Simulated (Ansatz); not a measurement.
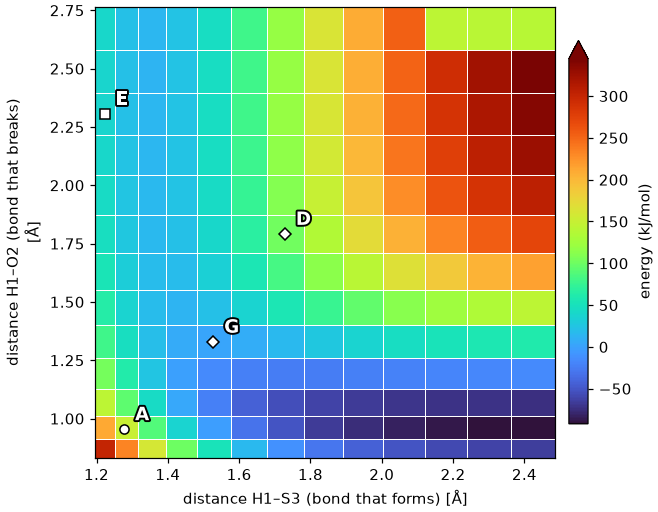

The reacting system H₃OS (fragments H₂O + HS where the first distance is long, H₂S + HO where the second is long), spin multiplicity 2. The first coordinate is: distance H1–S3 (bond that forms); the second: distance H1–O2 (bond that breaks). Relaxed at each point: all other coordinates. The grid has 13 × 13 points. Points are written as (first, second). All energies are given in kJ/mol relative to a guessed transition structure relaxed with its forming and breaking bonds held. Energies and slopes of some neighbouring points disagree (a jump in structure or state, or too coarse a mesh). In part of the range the unrestricted reference is strongly spin-contaminated. Theory: Ansatz 0.2.0, UKS PBE0-D4/def2-SVP.

Drawn: one coloured cell a grid point, one colour for all values above the top of the scale, lettered points.

> Is D the lowest point of the computed grid?

No. D lies 193 kJ/mol above the lowest grid point, which is at (2.424 Å, 0.954 Å).

> Rank the lettered points by energy, lowest first.

G (3.2 kJ/mol), E (39 kJ/mol), D (101 kJ/mol), A (151 kJ/mol).
